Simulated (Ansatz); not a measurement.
# AlSF (singlet): wave-function methods side by side, cc-pVDZ

How much of the correlation energy of AlSF (singlet) does each wave-function method recover here?

Method: cc-pVDZ, core rule «outside noble gas», up to 11 orbitals frozen; program: Ansatz 0.2.0, Gaussian basis.

The runs, in order: UHF; CCSD(T) on RHF; BCCD(T) on RHF; CISD; CCSDT(Q) on RHF.

23 further runs of the same task are left out: 6 for a known fault of the program, 9 that didn't finish, 8 set aside as unsound or not needed.

## Step 1: The system

The geometry is a PBE0/def2-TZVP stationary point (not a proven minimum).

3 atoms, charge 0, spin multiplicity 1.

Atoms are counted from 1 here; the program's logs count them from 0.

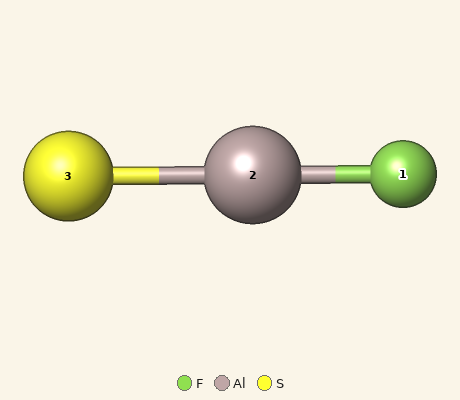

The geometry (fluorine green, aluminium light grey, sulfur yellow); atoms are numbered from 1 in the order of the file.

Geometry (Å):

```xyz
3

F     0.0000    0.0000   -1.7526
Al    0.0000    0.0000   -0.1218
S     0.0000    0.0000    1.8743
```

## Step 2: UHF

Contents of in.yaml:

```yaml
crystal:
  periodic: [false, false, false]
  atoms:
    - {symbol: F, position_ang: [0.000000, 0.000000, -1.752567]}
    - {symbol: Al, position_ang: [0.000000, 0.000000, -0.121767]}
    - {symbol: S, position_ang: [0.000000, 0.000000, 1.874333]}
basis:
  gaussian: {orbitals: cc-pVDZ}
magnetization: {spin_polarized: true, initial_magnetization: 0}
hamiltonian: {xc: hf}
output: {orbitals: {seedname: orbitals}}
```

The run is started by

```console
ansatz run in.yaml --threads 1 --pin off --events-out ev --progress --plain --max-ram 2393MiB
```

The runs that follow: CCSD(T) on RHF; BCCD(T) on RHF; CISD; CCSDT(Q) on RHF.

Q: Predict the results of all the runs planned. Wanted: RCCSDT(Q) from the RHF energy; RMP2 from RCCSDT(Q); RCCSD from RCCSDT(Q); RCCSD(T) from RCCSDT(Q); T1 diagnostic.

**Answer**, as computed:

```
                         quantity        value
    RCCSDT(Q) from the RHF energy  -10.7281 eV
              RMP2 from RCCSDT(Q)   +719.8 meV
             RCCSD from RCCSDT(Q)   +341.4 meV
          RCCSD(T) from RCCSDT(Q)    +56.7 meV
levels within 1 kcal/mol (43 meV)       RCCSDT
                    T1 diagnostic        0.018
```

**Reading.** RCCSD(T) misses by +56.7 meV, 0.5 % of the correlation energy. These misses are within one basis, not against nature.
